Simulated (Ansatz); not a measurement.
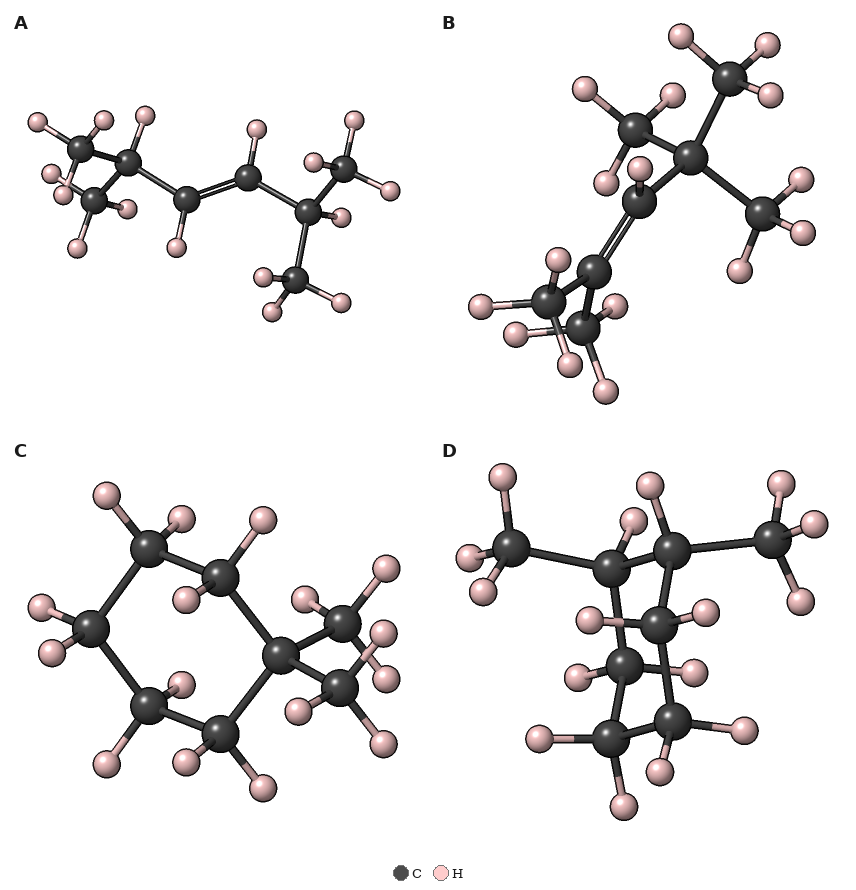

Simulated data, not a measurement (program: Ansatz).

Q: Match each picture to its SMILES.
(1) CC(C)/C=C/C(C)C
(2) CC(C)=CC(C)(C)C
(3) CC1(C)CCCCC1
(4) C[C@@H]1CCCC[C@H]1C

A: A is (1), B is (2), C is (3), D is (4).
